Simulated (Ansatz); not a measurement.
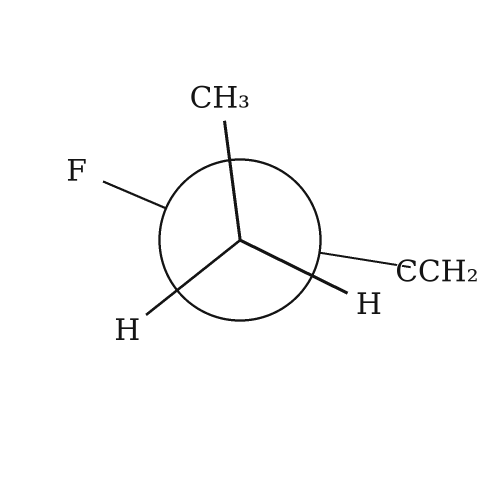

A Newman projection along the C–C bond, carbon in front; angles are drawn as computed, but eclipsed bonds slightly apart. The computed structure is the end point of a PBE-D4/def2-SVP optimisation. No frequency run is at hand to confirm it as a minimum.

Which molecule is it?

Answer. C5H7F, C=C=C(F)CC

What is the torsion angle from the front CH3 to the back F? The sign is positive where the front bond must turn clockwise to cover the back bond.

Answer. −60°, synclinal (gauche).
